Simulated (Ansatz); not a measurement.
C$_{4}$H$_{3}$F$_{3}$O (SMILES CC(=C=O)C(F)(F)F)

Input file:

```
basis:
  gaussian:
    orbitals: def2-SVPD
crystal:
  periodic: [false, false, false]
  atoms:
    - {symbol: C, position_ang: [-0.305923, -2.919383, 0.123791]}
    - {symbol: C, position_ang: [0.844262, -2.348148, -0.678905]}
    - {symbol: C, position_ang: [2.113180, -2.557890, -0.357765]}
    - {symbol: C, position_ang: [0.547417, -1.513005, -1.883366]}
    - {symbol: F, position_ang: [-0.169371, -2.194701, -2.798437]}
    - {symbol: F, position_ang: [1.673376, -1.085393, -2.483603]}
    - {symbol: F, position_ang: [-0.185190, -0.426615, -1.568806]}
    - {symbol: O, position_ang: [3.215654, -2.758393, -0.052545]}
    - {symbol: H, position_ang: [0.054925, -3.508518, 0.978050]}
    - {symbol: H, position_ang: [-0.926093, -3.575289, -0.508021]}
    - {symbol: H, position_ang: [-0.943373, -2.108386, 0.511040]}
hamiltonian:
  xc: {name: PBE0}
output: {forces: true, orbitals: {seedname: orbitals}}
```

Run with:

```sh
ansatz run input.yaml --threads 2 --pin off --max-ram 4350MiB --events-out events.jsonl --progress --plain --runs-dir runs
```

Geometry: B3LYP/def2-SVP.

Theory: Ansatz 0.2.0, isolated molecule in a Gaussian basis; Kohn-Sham density functional theory, functional PBE0.

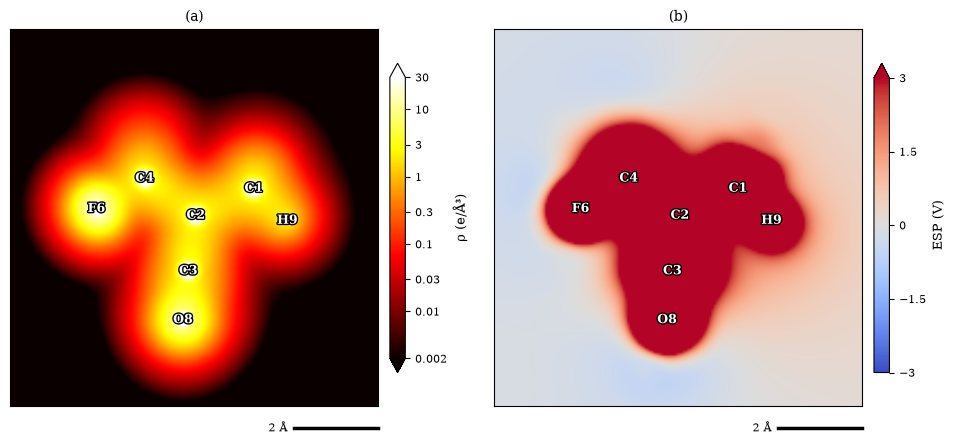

Figure 1. (a) total electron density; (b) molecular electrostatic potential on the plane of atoms C1, C2 and C4.

Question: Interpret the plot.

Answer: Atoms in the plane: C, F, O and H. C–O (1.16 Å): ρ is about 3.7 e/Å³ halfway. C–C (1.33 Å): the density is about 2.2 e/Å³ at the midpoint. C–F (1.35 Å): ρ is about 2.3 e/Å³ halfway, with its minimum of 1.8 e/Å³ about 0.5 Å from C. C–H (1.10 Å): the density is about 1.9 e/Å³ at the midpoint. C–C (1.50 Å): the density is about 1.8 e/Å³ at the midpoint. Outside the dense part of the molecule the potential is most negative (−0.6 V) near O8.

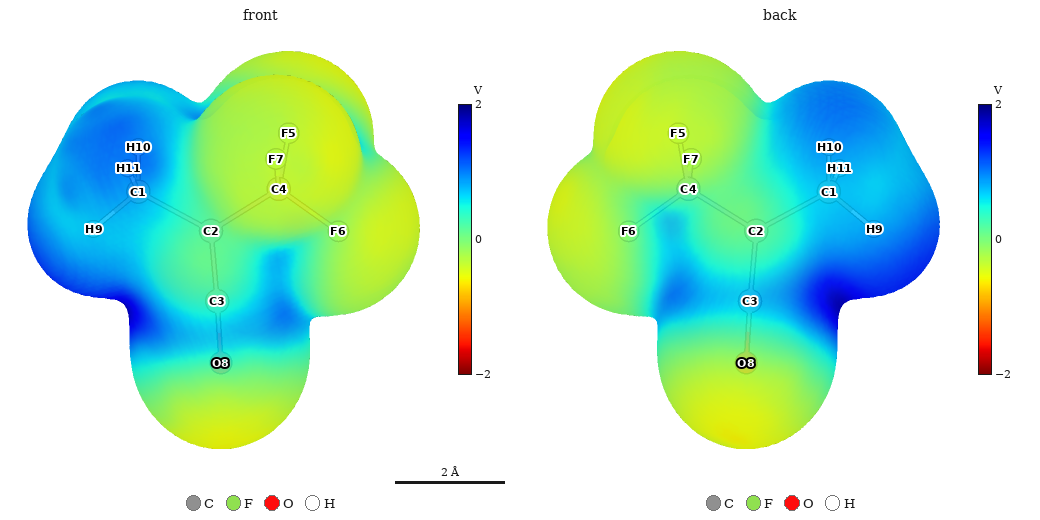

Figure 2. The molecular electrostatic potential painted on the density surface at 0.002 e/bohr³, seen from the front and from behind; the colour scale runs from red (negative) to blue (positive).

Question: Describe the electrostatic potential map.

Answer: The most negative region (about −0.6 V, or −14 kcal/mol for a unit charge) lies over F7 and O8, the most positive (about +1.7 V, or +39 kcal/mol for a unit charge) over C3.

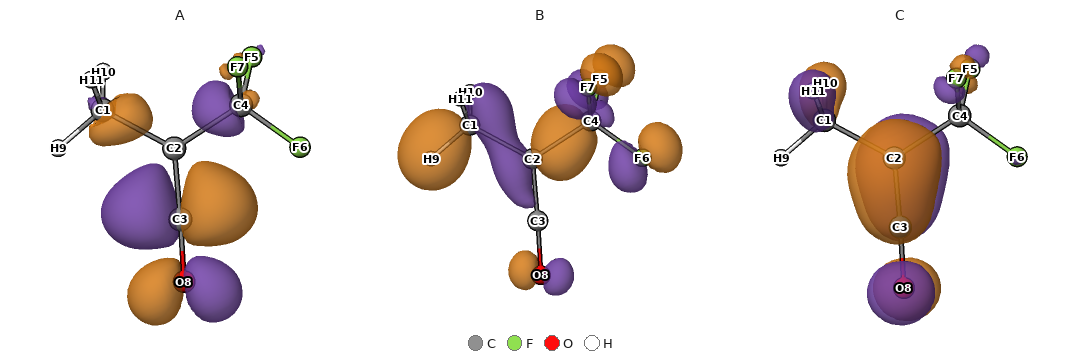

Figure 3. Three frontier orbitals at ±0.15 Å⁻³ᐟ² (orange and purple are the two phases), in no order.

Question: Order the three orbitals by energy and name them.

Answer: B is the HOMO−1 (−11.24 eV). It lies mainly on C1 (about 20 %), C2 (about 15 %), F6 (about 15 %), C4 (about 10 %), H9 (about 10 %), F7 (about 10 %) and F5 (about 10 %). C is the HOMO (−7.55 eV). Its weight (Hirshfeld) is mainly on C2 (about 40 %), O8 (about 20 %), C3 (about 20 %) and C1 (about 5 %). A is the LUMO (−1.80 eV). By Hirshfeld shares it lies mainly on C3 (about 45 %), O8 (about 30 %), C2 (about 10 %) and C1 (about 5 %); π-antibonding (π*) across C3–O8.

Question: What is the HOMO–LUMO gap?

Answer: 5.75 eV between the orbital energies.
